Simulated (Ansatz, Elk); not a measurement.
## Ca2MgSn2: X-ray structure factors from the self-consistent density

The structure of Ca2MgSn2 used here is made up (a known structure type with other elements) and was relaxed beforehand with PBEsol. The aim is the Fourier transform of its all-electron density, F(hkl), set beside the sum over free spherical atoms that refinements use.

Calculated with Elk 11.2.3 (patched build); DFT, PBE, all-electron APW+lo, Dirac cores, scalar-relativistic bands, static density, no spin.

The structure was built from a prototype and need not be the compound's stable phase.

## (1) Starting point

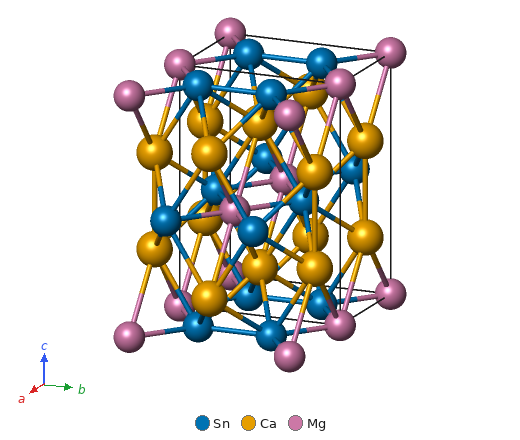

The cell as given, slightly off an axis (tin blue, calcium orange, magnesium pink). 2×1×1 cells are drawn. This picture shows the conventional cell, with its axes. Some periodic images of atoms are drawn too.

Structure file:

```cif
data_structure
_symmetry_space_group_name_H-M 'Immm'
_symmetry_Int_Tables_number 71
_cell_length_a 4.6268
_cell_length_b 6.5052
_cell_length_c 9.3107
_cell_angle_alpha 90.000
_cell_angle_beta 90.000
_cell_angle_gamma 90.000
_cell_volume 280.24
loop_
_atom_site_label
_atom_site_type_symbol
_atom_site_symmetry_multiplicity
_atom_site_Wyckoff_symbol
_atom_site_fract_x
_atom_site_fract_y
_atom_site_fract_z
_atom_site_occupancy
Sn1 Sn 4 h 0.50000 0.27216 0.00000 1
Ca1 Ca 4 j 0.00000 0.50000 0.79999 1
Mg1 Mg 2 a 0.00000 0.00000 0.00000 1
```

## (2) Ground state and structure factors

An all-electron density is needed, since X-rays see the cores too. Task 0 finds the density and task 195 Fourier-transforms it; tshift is off so that phases refer to the origin typed.

Input file elk.in:

```
tasks
  0
  195

xctype
  20

spinpol
  .false.

rgkmax
  7.0

gmaxvr
  14.0

lmaxo
  7

lmaxapw
  8

swidth
  0.002

tshift
  .false.

ramdisk
  .false.

hmaxvr
  5.5

maxscl
  120

epspot
  1e-06

sppath
  './'

avec
  -4.37170700526 6.14651441478 8.79734351579
  4.37170700526 -6.14651441478 8.79734351579
  4.37170700526 6.14651441478 -8.79734351579

atoms
  3
  'Sn.in'
  2
  0.2721593094 0.5000000000 0.7721593094   0.000000 0.000000 0.000000
  0.7278406906 0.5000000000 0.2278406906   0.000000 0.000000 0.000000
  'Ca.in'
  2
  0.2999941740 0.7999941740 0.5000000000   0.000000 0.000000 0.000000
  0.7000058260 0.2000058260 0.5000000000   0.000000 0.000000 0.000000
  'Mg.in'
  1
  -0.0000000000 -0.0000000000 0.0000000000   0.000000 0.000000 0.000000

ngridk
  6 6 6
```

Command:

```
OMP_NUM_THREADS=4 elk
```

Numbers of over 12 decimals in the logs are rounded to 6 here.

Log:

```text
┌─────────────────────────┐
│ Elk code version 11.2.3 │
└─────────────────────────┘

All units are atomic (Hartree, Bohr, etc.)

┌─────────────────────────────────────────────────┐
│ Ground-state run starting from atomic densities │
└─────────────────────────────────────────────────┘

Lattice vectors :
  -4.371707005       6.146514415       8.797343516
   4.371707005      -6.146514415       8.797343516
   4.371707005       6.146514415      -8.797343516

Reciprocal lattice vectors :
 -0.3504517912E-17  0.5111177558      0.3571069662
  0.7186192144     -0.7204300753E-17  0.3571069662
  0.7186192144      0.5111177558     -0.5938525991E-17

Unit cell volume      :    945.5652294
Brillouin zone volume :   0.2623300918

Muffin-tin inner radius fraction :   0.1000000000E-01

Nuclei treated as point charges

Species : 1 (Sn)
 parameters loaded from : Sn.in
 name : tin
 nuclear charge    :   -50.00000000
 electronic charge :    50.00000000
 atomic mass :    216395.0922
 muffin-tin radius :    2.600000000
 number of radial points in muffin-tin :   1193
 inner part over the whole radius :   0.9914297220E-02
 number on inner part of muffin-tin    :    850
 approximate nuclear radius :   0.8828114845E-04
 number of mesh points to nuclear radius :    428
 atomic positions (lattice), magnetic fields (Cartesian) :
  1 :   0.27215931  0.50000000 -0.22784069    0.00000000  0.00000000  0.00000000
  2 :  -0.27215931  0.50000000  0.22784069    0.00000000  0.00000000  0.00000000

Species : 2 (Ca)
 parameters loaded from : Ca.in
 name : calcium
 nuclear charge    :   -20.00000000
 electronic charge :    20.00000000
 atomic mass :    73057.72475
 muffin-tin radius :    2.400000000
 number of radial points in muffin-tin :    993
 inner part over the whole radius :   0.9970789793E-02
 number on inner part of muffin-tin    :    698
 approximate nuclear radius :   0.6614485811E-04
 number of mesh points to nuclear radius :    321
 atomic positions (lattice), magnetic fields (Cartesian) :
  1 :   0.29999417 -0.20000583  0.50000000    0.00000000  0.00000000  0.00000000
  2 :  -0.29999417  0.20000583  0.50000000    0.00000000  0.00000000  0.00000000

Species : 3 (Mg)
 parameters loaded from : Mg.in
 name : magnesium
 nuclear charge    :   -12.00000000
 electronic charge :    12.00000000
 atomic mass :    44305.30466
 muffin-tin radius :    2.200000000
 number of radial points in muffin-tin :    793
 inner part over the whole radius :   0.9941530515E-02
 number on inner part of muffin-tin    :    552
 approximate nuclear radius :   0.5710277704E-04
 number of mesh points to nuclear radius :    241
 atomic positions (lattice), magnetic fields (Cartesian) :
  1 :   0.00000000  0.00000000  0.00000000    0.00000000  0.00000000  0.00000000

Total number of atoms per unit cell :    5
Total muffin-tin volume :    307.6582630
 ratio of muffin-tin to unit cell volume :   0.3253696872

Spin treatment :
 spin-unpolarised

Number of Bravais lattice symmetries :    8
Number of crystal symmetries         :    8
Crystal has inversion symmetry
Real symmetric eigensolver will be used

k-point grid :      6     6     6
k-point offset :    0.000000000       0.000000000       0.000000000
k-point set is reduced with full crystal symmetry group
Total number of k-points :       46

Muffin-tin radius times maximum |G+k| :    7.000000000
 using average radius
Maximum |G+k| for APW functions       :    2.868852459
Maximum (1/2)|G+k|²                   :    4.115157216
Maximum |G| for potential and density :    14.00000000
Constant for pseudocharge density :    9
 order of it for each species :   16  16  16
 order of it for pair densities of each species (exact exchange by exxq0 0: 17) :   11   9   7
Radial integration step length :    1

G-vector grid sizes :     54    54    54
Number of G-vectors :    43835

Maximum angular momentum used for
 APW functions            :    8
 outer part of muffin-tin :    7
 inner part of muffin-tin :    2

Total nuclear charge    :   -152.0000000
[...]
xc potential                :     -553.75712026150
 exchange                    :     -412.14196789484
 correlation                 :     -7.495728
 electron entropic           :    -0.73411230815484E-03
 total energy                :     -13922.910554252

Density of states at Fermi energy :    55.60272791
 (states/Hartree/unit cell)

Estimated indirect band gap :   0.8648050984E-03
 from k-point 11 to k-point 18
Estimated direct band gap   :   0.3989195036E-02
 at k-point 46

Charges :
 core                        :    82.00000000
 valence                     :    70.00000000
 interstitial                :    8.542947570
 muffin-tins (core leakage)
  species : 1 (Sn)
   atom 1                    :    48.31175164     (  0.6834304400E-04)
[...]
species : 2 (Ca)
[...]
species : 3 (Mg)
[...]
total in muffin-tins        :    143.4570524
 total calculated charge     :    151.9998369
 total charge                :    152.0000000
 error                       :   0.1631433806E-03

RMS change in Kohn-Sham potential (target) :   0.3848416469     (  0.1000000000E-05)
Absolute change in total energy (target)   :    2.795297498     (  0.1000000000E-03)

[... loops 3 to 13 left out ...]

┌──────────────────┐
│ Loop number : 14 │
└──────────────────┘

Energies :
 Fermi                       :     0.185978
 sum of occupied eigenvalues :     -8363.5008312982
 electron kinetic            :      14582.141766364
 core electron kinetic       :      13953.299168029
 Coulomb                     :     -28081.925133291
 Coulomb potential           :     -22399.064177290
 nuclear-nuclear             :     -1296.7749383478
 electron-nuclear            :     -31195.864046624
 Hartree                     :      4410.7138516808
 Madelung                    :     -16882.393044646
 xc potential                :     -546.57842037274
 exchange                    :     -412.09596407420
 correlation                 :     -7.497432
 electron entropic           :    -0.84530799078965E-03
 total energy                :     -13919.377608506

Density of states at Fermi energy :    62.58025758
 (states/Hartree/unit cell)

Estimated indirect band gap :   0.3470251749E-03
 from k-point 42 to k-point 5
Estimated direct band gap   :   0.2779668580E-02
 at k-point 42

Charges :
 core                        :    82.00000000
 valence                     :    70.00000000
 interstitial                :    8.681091613
 muffin-tins (core leakage)
  species : 1 (Sn)
[...]
species : 2 (Ca)
[...]
species : 3 (Mg)
[...]
total in muffin-tins        :    143.3189084
 total calculated charge     :    151.9998441
 total charge                :    152.0000000
 error                       :   0.1558851965E-03

RMS change in Kohn-Sham potential (target) :   0.1671185121E-06 (  0.1000000000E-05)
Absolute change in total energy (target)   :   0.8441414502E-04 (  0.1000000000E-03)

Convergence targets achieved

┌──────────────────┐
│ Loop number : 15 │
└──────────────────┘

Energies :
 Fermi                       :     0.185978
 sum of occupied eigenvalues :     -8363.5008231158
 electron kinetic            :      14582.141774472
 core electron kinetic       :      13953.299176919
 Coulomb                     :     -28081.925132640
 Coulomb potential           :     -22399.064179782
 nuclear-nuclear             :     -1296.7749383478
 electron-nuclear            :     -31195.864043093
 Hartree                     :      4410.7138488007
 Madelung                    :     -16882.393042749
 xc potential                :     -546.57841780609
 exchange                    :     -412.09596398149
 correlation                 :     -7.497432
 electron entropic           :    -0.84530768376562E-03
 total energy                :     -13919.377599654

Density of states at Fermi energy :    62.58023208
 (states/Hartree/unit cell)

Estimated indirect band gap :   0.3470516188E-03
 from k-point 42 to k-point 5
Estimated direct band gap   :   0.2779667660E-02
 at k-point 42

Charges :
 core                        :    82.00000000
 valence                     :    70.00000000
 interstitial                :    8.681091635
 muffin-tins (core leakage)
  species : 1 (Sn)
[...]
species : 2 (Ca)
   atom 1                    :    18.15880867     ( -0.1987696603E-06)
   atom 2                    :    18.15880867     ( -0.1987696603E-06)
  species : 3 (Mg)
   atom 1                    :    10.46824573     ( -0.9828258785E-07)
 total in muffin-tins        :    143.3189084
 total calculated charge     :    151.9998441
 total charge                :    152.0000000
 error                       :   0.1558852164E-03

┌──────────────────────────────┐
│ Self-consistent loop stopped │
└──────────────────────────────┘

Wrote STATE.OUT
```

Elapsed: 44 s, on 4 threads of AMD EPYC 7B13 (Zen 3), shared host; peak memory 0.27 GiB; 2 min of CPU time.

SFACRHO.OUT:

```text

h k l indices transformed by vhmat matrix:
   1.000000000       0.000000000       0.000000000    
   0.000000000       1.000000000       0.000000000    
   0.000000000       0.000000000       1.000000000    

      h      k      l  multipl.   |H|            Re(F)            Im(F)           |F|

      0      0      0      1   0.0000000       152.00000      0.32206359E-15   152.00000    
      1      0      0      4  0.62351162      -13.351564      0.33017604E-14   13.351564    
      1      1     -1      2  0.71421393       74.639667     -0.13093954E-13   74.639667    
      0     -1      0      4  0.80245807      -70.158041     -0.32805796E-14   70.158041    
     -1      1      0      4  0.88184746      -10.683292      0.34381703E-13   10.683292    
      1     -1      1      2   1.0222355      -42.486712      0.63158665E-13   42.486712    
      1      1      0      8   1.1347936       45.399634     -0.49089088E-14   45.399634    
      2      1     -1      4   1.1870003       21.733393     -0.32560475E-14   21.733393    
      0     -2      2      4   1.2470232      -93.773187      0.42640768E-13   93.773187    
     -2     -1      2      4   1.2900163      -95.660401      0.60679312E-13   95.660401    
     -1      2     -1      8   1.2995785       95.565226      0.37742848E-13   95.565226    
     -2     -2      2      2   1.4284279       95.609017      0.14746926E-13   95.609017    
      1     -1     -1      2   1.4372384       114.58773      0.50372820E-13   114.58773    
      0     -1     -1      8   1.5666592      -10.678813     -0.98463963E-14   10.678813    
      1     -2      2      4   1.5743880       30.716386     -0.14762692E-13   30.716386    
      0      2      0      4   1.6049161       62.218488      0.11483005E-13   62.218488    
      3      0     -1      8   1.6459367       58.968435      0.60714727E-13   58.968435    
     -2     -2      1      8   1.6787082       10.408571     -0.33873000E-17   10.408571
```

Elk indexes on the primitive cell of elk.in and gives |H| = 4π sin θ/λ in inverse bohr. Below, one row stands for each form hkl of the conventional cell (m members, Friedel mates merged), F is for one primitive cell and the density is static (no thermal factor). Free-atom factors are Waasmaier and Kirfel's, and R is Σm||F|−|F'||/Σm|F|.

```
hkl  m  sin θ/λ (Å⁻¹)  abs F, DFT  neutral atoms   diff.
011  4          0.094      13.352         13.209  +0.143
002  2          0.107      74.640         74.523  +0.117
101  4          0.121      70.158         69.902  +0.256
110  4          0.133      10.683         10.374  +0.309
020  2          0.154      42.487         42.177  +0.310
112  8          0.171      45.400         45.309  +0.090
013  4          0.178      21.733         21.614  +0.119
022  4          0.188      93.773         93.707  +0.066
103  4          0.194      95.660         95.903  -0.242
121  8          0.195      95.565         95.737  -0.171
004  2          0.215      95.609         96.017  -0.408
200  2          0.216     114.588        114.979  -0.391
211  8          0.236      10.679         10.603  +0.076
031  4          0.237      30.716         31.010  -0.293
202  4          0.241      62.218         62.725  -0.506
123  8          0.247      58.968         59.329  -0.360
114  8          0.252      10.409         10.430  -0.022
130  4          0.255      47.847         47.847  +0.000
024  4          0.264      54.641         54.861  -0.220
220  4          0.265      37.157         37.414  -0.258
132  8          0.276       1.474          1.609  -0.135
015  4          0.279      26.708         26.678  +0.029
```

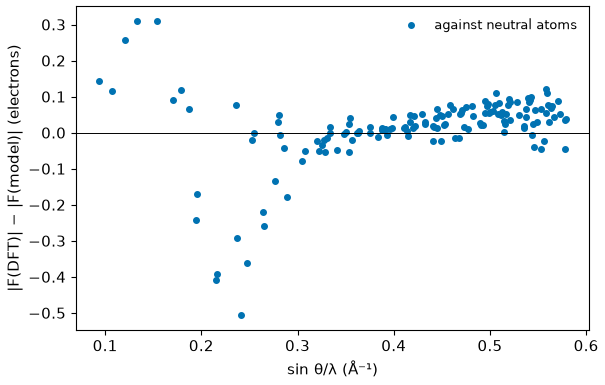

Difference between the calculated structure factors and the independent-atom ones.

## (3) The highest occupied states alone

An energy window below the Fermi level keeps the highest occupied states, to see at which angles they scatter; shallow core shells can lie inside it and anion s states outside. No new self-consistency is needed.

Edit elk.in of step 2 so:

```diff
@@ -1,3 +1,2 @@
 tasks
-  0
   195
@@ -40,2 +39,5 @@
 
+wsfac
+  -0.255010 0.485980
+
 sppath
```

Command:

```
OMP_NUM_THREADS=4 elk
```

Log:

```text
┌─────────────────────────────────┐
│ Elk code version 11.2.3 started │
└─────────────────────────────────┘

Info(readinput): the functional depends on the density's gradient
 muffin-tin radial points multiplied by    2.00000
 (not where nrmtscf is given)

┌────────────────────┐
│ Current task : 195 │
└────────────────────┘

Info(sfacrho): density structure factors written to SFACRHO.OUT

 Energy window :  -0.2550100000      0.4859800000

┌──────────────────┐
│ Elk code stopped │
└──────────────────┘
```

Wall time 13 s (4 threads); peak memory 0.16 GiB.

States within 12 eV below the Fermi level hold 14.00 electrons; any levels below the window count with the cores. Their amplitudes can exceed the total, where window and core parts have opposite phase:

| hkl | sin θ/λ (Å⁻¹) | abs F, window | abs F, all |
| --- | --- | --- | --- |
| 011 | 0.094 | 0.160 | 13.352 |
| 002 | 0.107 | 3.954 | 74.640 |
| 101 | 0.121 | 2.611 | 70.158 |
| 110 | 0.133 | 0.241 | 10.683 |
| 020 | 0.154 | 1.670 | 42.487 |
| 112 | 0.171 | 0.329 | 45.400 |
| 013 | 0.178 | 0.035 | 21.733 |
| 022 | 0.188 | 0.636 | 93.773 |
| 103 | 0.194 | 0.226 | 95.660 |
| 121 | 0.195 | 0.371 | 95.565 |

## (4) Another functional

The difference from free atoms is small, so it is set against the change that LDA (Perdew-Wang) makes.

Edit elk.in of step 3 so:

```diff
@@ -1,2 +1,3 @@
 tasks
+  0
   195
@@ -4,3 +5,3 @@
 xctype
-  20
+  3
 
@@ -39,5 +40,2 @@
 
-wsfac
-  -0.255010 0.485980
-
 sppath
```

Command:

```
OMP_NUM_THREADS=4 elk
```

Log:

```text
┌─────────────────────────┐
│ Elk code version 11.2.3 │
└─────────────────────────┘

All units are atomic (Hartree, Bohr, etc.)

┌─────────────────────────────────────────────────┐
│ Ground-state run starting from atomic densities │
└─────────────────────────────────────────────────┘

Lattice vectors :
  -4.371707005       6.146514415       8.797343516
   4.371707005      -6.146514415       8.797343516
   4.371707005       6.146514415      -8.797343516

Reciprocal lattice vectors :
 -0.3504517912E-17  0.5111177558      0.3571069662
[...]
interstitial                :    8.601570262
 muffin-tins (core leakage)
  species : 1 (Sn)
[...]
species : 2 (Ca)
[...]
atom 2                    :    18.16489422     ( -0.3473976880E-05)
  species : 3 (Mg)
   atom 1                    :    10.47867400     ( -0.1573064653E-05)
 total in muffin-tins        :    143.3984297
 total calculated charge     :    151.9998563
 total charge                :    152.0000000
 error                       :   0.1436973837E-03

┌──────────────────────────────┐
│ Self-consistent loop stopped │
└──────────────────────────────┘

Wrote STATE.OUT
[key lines of the parts left out:]
total energy                :     -13904.700167640
```

Wall time 32 s (4 threads); peak memory 0.22 GiB; 89 s of CPU time.

Against the first run R = 0.04 %; the largest change is -0.071 at 040.

## (5) Basis size

The basis and the expansions that go with it are enlarged, to see whether the differences are converged.

Edit elk.in of step 4 so:

```diff
@@ -5,3 +5,3 @@
 xctype
-  3
+  20
 
@@ -11,12 +11,12 @@
 rgkmax
-  7.0
+  8.5
 
 gmaxvr
-  14.0
+  18.0
 
 lmaxo
-  7
+  9
 
 lmaxapw
-  8
+  10
```

Command:

```
OMP_NUM_THREADS=4 elk
```

Log:

```text
┌─────────────────────────┐
│ Elk code version 11.2.3 │
└─────────────────────────┘

All units are atomic (Hartree, Bohr, etc.)

┌─────────────────────────────────────────────────┐
│ Ground-state run starting from atomic densities │
└─────────────────────────────────────────────────┘

Lattice vectors :
  -4.371707005       6.146514415       8.797343516
   4.371707005      -6.146514415       8.797343516
   4.371707005       6.146514415      -8.797343516

Reciprocal lattice vectors :
 -0.3504517912E-17  0.5111177558      0.3571069662
[...]
interstitial                :    8.669043615
 muffin-tins (core leakage)
  species : 1 (Sn)
[...]
species : 2 (Ca)
[...]
atom 2                    :    18.15987797     ( -0.1987704668E-06)
  species : 3 (Mg)
   atom 1                    :    10.46971033     ( -0.9828258918E-07)
 total in muffin-tins        :    143.3309564
 total calculated charge     :    151.9998617
 total charge                :    152.0000000
 error                       :   0.1383048257E-03

┌──────────────────────────────┐
│ Self-consistent loop stopped │
└──────────────────────────────┘

Wrote STATE.OUT
[key lines of the parts left out:]
total energy                :     -13919.395295994
```

The job ended after 1.8 min (4 threads; peak memory 0.52 GiB).

Against the first run R = 0.00 %; the largest change is -0.008 at 400.

## (6) Settings against the effect

```csv
run,R against the first run (%),"R against neutral atoms, low angle (%)",wall time
"PBE, rgkmax 7",0.00,0.35,44 s
LDA (Perdew-Wang),0.04,0.36,32 s
rgkmax 8.5 with larger expansions,0.00,0.35,1.8 min
```

## (7) Outcome

* R against neutral atoms, sin θ/λ < 0.3 Å⁻¹: 0.35 %
* R against neutral atoms, 0.3 to 0.58 Å⁻¹: 0.11 %

Independent neutral atoms miss the calculated amplitudes by R = 0.35 % below 0.3 Å⁻¹ and 0.11 % from there to 0.58 Å⁻¹; by shells, 0.58 % below 0.15 Å⁻¹ (4 forms), 0.33 % 0.15 to 0.3 (22 forms), 0.05 % 0.3 to 0.45 (51 forms), 0.15 % above 0.45 (72 forms). Bonding, aspherical density and the tables' own atoms all enter these figures, and the runs don't part them. The largest change of an amplitude is -0.51 electrons, at 202. The window's part falls from 14.0 electrons at the origin to at most 0.24 between 0.45 and 0.58 Å⁻¹. Below 0.3 Å⁻¹ the changes that finished (LDA (Perdew-Wang) and rgkmax 8.5 with larger expansions) move F by R = 0.03 % at most, against the 0.35 % that separates it from free atoms. The k-mesh has no finished test. Part of the difference isn't bonding: the tables are fits to free atoms and ions calculated by other methods than this functional. Thermal motion, anomalous dispersion and extinction are left out.

[Logs are printed without paths, hosts, clocks, repeated set-up lines and the standing remarks that a program may print on its own settings, such as how far it seeks lower states.]

[Hosts, paths, dates, database ids (printed as entryN), source tags and the programs' standing remarks are cut or masked in the printed files.]
